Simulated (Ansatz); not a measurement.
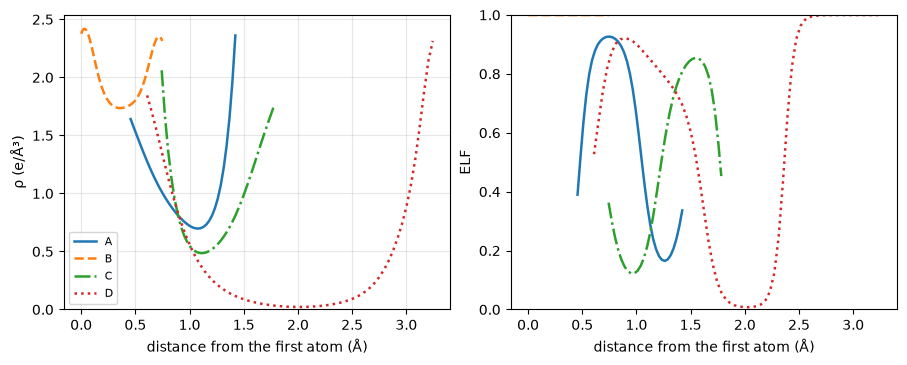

Figure 1: CH$_{5}$ClSn···H$_{2}$. Electron density and ELF along straight lines between neighbouring atoms. The curves leave out the atomic cores.

Core potentials replace the inner electrons of Sn.

Level of theory: Ansatz 0.2.0, RHF/def2-SVP.

```yaml
atoms:
  - { symbol: Sn, position_ang: [0.5061, 0.1250, -0.2748] }
  - { symbol: Cl, position_ang: [0.1359, -0.1301, 2.0591] }
  - { symbol: H, position_ang: [2.1868, 0.3561, -0.4517] }
  - { symbol: C, position_ang: [-0.6505, 1.8260, -0.8900] }
  - { symbol: H, position_ang: [-1.6940, 1.6827, -0.6135] }
  - { symbol: H, position_ang: [-0.2761, 2.7255, -0.4024] }
  - { symbol: H, position_ang: [-0.5831, 1.9548, -1.9706] }
  - { symbol: H, position_ang: [-0.0056, -1.3343, -0.9942] }
  - { symbol: H, position_ang: [-3.8304, -0.3677, 2.0228] }
  - { symbol: H, position_ang: [-3.0999, -0.3324, 2.1782] }
```

Question: Which curve belongs to which contact (Cl–H, C–Sn, H–H and Sn–Cl)? The first atom named is at distance zero.

Answer: Curve A: C–Sn (2.15 Å): the density is about 0.7 e/Å³ at the midpoint; the ELF peaks at about 0.95 in the valence shell of C, 0.8 Å from its nucleus, and drops to about 0.15 between the two atoms. Curve B: H–H (0.75 Å): ρ at the midpoint is about 1.7 e/Å³; the ELF is about 1 at the midpoint. Curve C: Sn–Cl (2.38 Å): ρ is about 0.51 e/Å³ halfway; the ELF peaks at about 0.85 in the valence shell of Cl, 0.8 Å from its nucleus, and drops to about 0.10 between the two atoms. Curve D: Cl2···H10 (3.24 Å): the density falls to about 0.02 e/Å³ on the way; the ELF dips to about 0 between them: a non-bonded, intermolecular contact.
